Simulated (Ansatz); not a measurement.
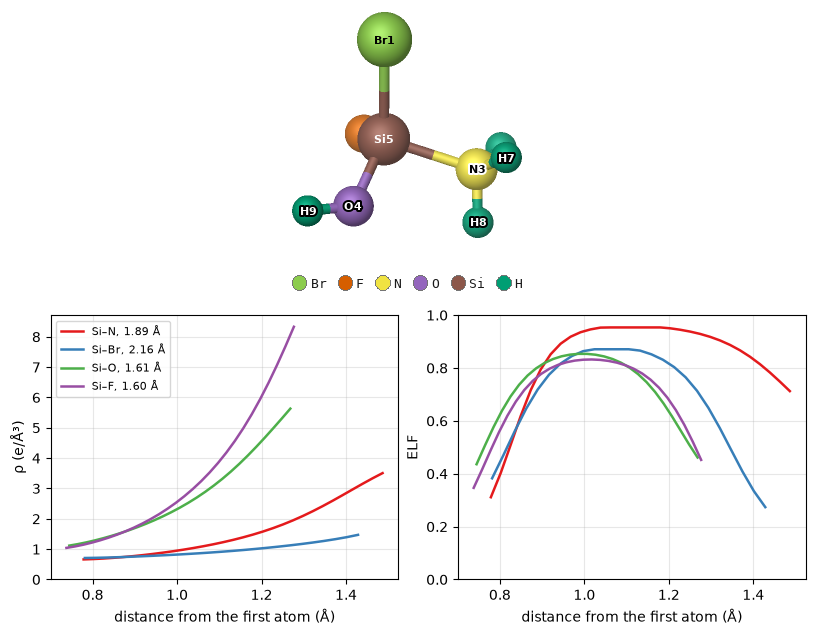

Figure. BrFH4NOSi (charge +1). Total electron density and electron localisation function along straight lines between neighbouring atoms. The curves leave out the atomic cores. The structure is drawn too.

Geometry: B3LYP-D3(BJ)/def2-SVP.

Computed with isolated molecule in a Gaussian basis; Kohn-Sham density functional theory, functional PBE0 in Ansatz 0.2.0.

```xyz
9

Br   -0.1623   -0.5645    0.6814
F    -0.0708   -1.3714   -2.3514
N    -2.2620    0.0248   -1.7564
O     0.0381    1.3077   -1.9953
Si   -0.4117   -0.1255   -1.4147
H    -2.7055   -0.8947   -1.9000
H    -2.7735    0.4976   -0.9973
H    -2.4142    0.5785   -2.6143
H     0.9155    1.7104   -1.9218
```

### Compare the contacts.

Si–N (1.89 Å): ρ at the midpoint is about 0.84 e/Å³; the ELF peaks at about 0.95 between the atoms, as expected for a polar covalent bond.
Si–Br (2.16 Å): ρ at the midpoint is about 0.89 e/Å³; the ELF peaks at about 0.85 between the atoms (a polar covalent bond).
Si–O (1.61 Å): the density is about 1.3 e/Å³ at the midpoint; the ELF peaks at about 0.85 between the atoms: a short, strongly polar bond.
Si–F (1.60 Å): ρ is about 1.2 e/Å³ halfway; the ELF peaks at about 0.85 in the valence shell of F, 0.6 Å from its nucleus, and is about 0.55 at the midpoint.
